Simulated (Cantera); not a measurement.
A closed system holds: 1 mol SiH2Cl2, 0.11 mol HCl, 10 mol H2, equilibrated at 1173 K.

Cantera equilibrium calculation (NASA polynomials, part measured and part estimated; ideal gas, pure solids and liquids). Candidate condensed phases: Si; 19 gas species. The tables' values for SiCl3 are old estimates; treat these amounts as uncertain. Kinetics and transport are ignored.

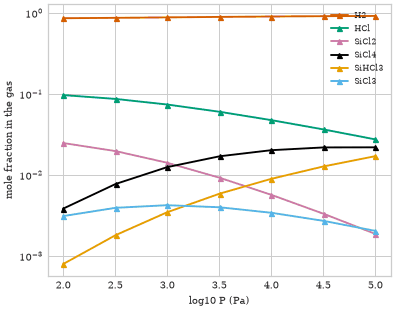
Equilibrium gas composition (values under 1e-9 drawn at 1e-9)

From 100 Pa to 100000 Pa the condensed part is Si(s). The main Si-bearing gas is SiCl2 at 100 Pa and SiCl4 at 100000 Pa. The share of Si in condensed phases is highest at 100 Pa (60.4 %) and lowest at 100000 Pa (47.6 %).
